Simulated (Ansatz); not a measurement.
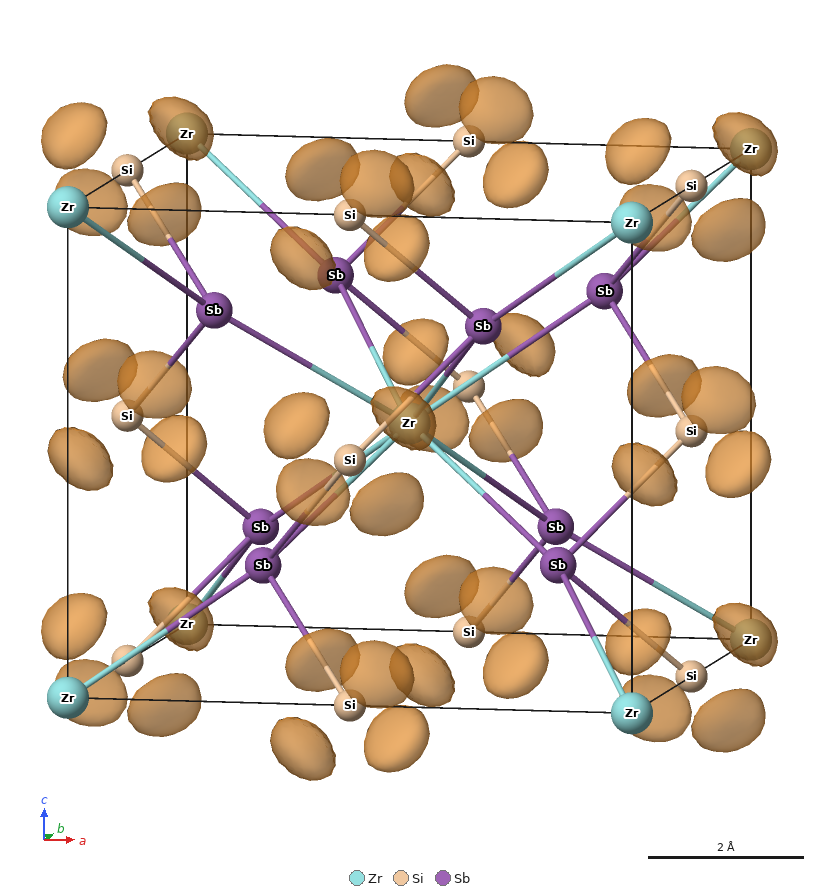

ZrSi$_{2}$Sb$_{4}$. Isosurface of the electron localisation function at 0.8 (orange), seen slightly off an axis. Only the valence region is drawn (cores and ρ < 0.01 e/Å³ removed). Sticks mark near contacts.

Space group I422; a structure from a database of computed crystals, not necessarily the ambient phase; started from the SrAl2Te4-97 prototype, which need not be the ambient phase.

These are results of DFT, r2SCAN+rVV10, plane waves, PAW in Ansatz 0.2.0, not measurements.

In a PAW calculation such maps are meaningful between the atoms, not at the nuclei.

**What do the ELF domains correspond to?**

The surface consists of 16 lobes of the valence shell of Si pointing towards Sb (polar bonds), counted in one cell of 14 atoms. Any copies at cell faces, edges or corners count once. Profiles from the grid: Si–Sb (2.61 Å): the ELF peaks at about 0.90 in the valence shell of Si, 0.9 Å from its nucleus, and is about 0.75 at the midpoint. Zr–Sb (3.14 Å): the ELF peaks at about 0.70 in the valence shell of Sb, 1.4 Å from its nucleus, and is about 0.55 at the midpoint.
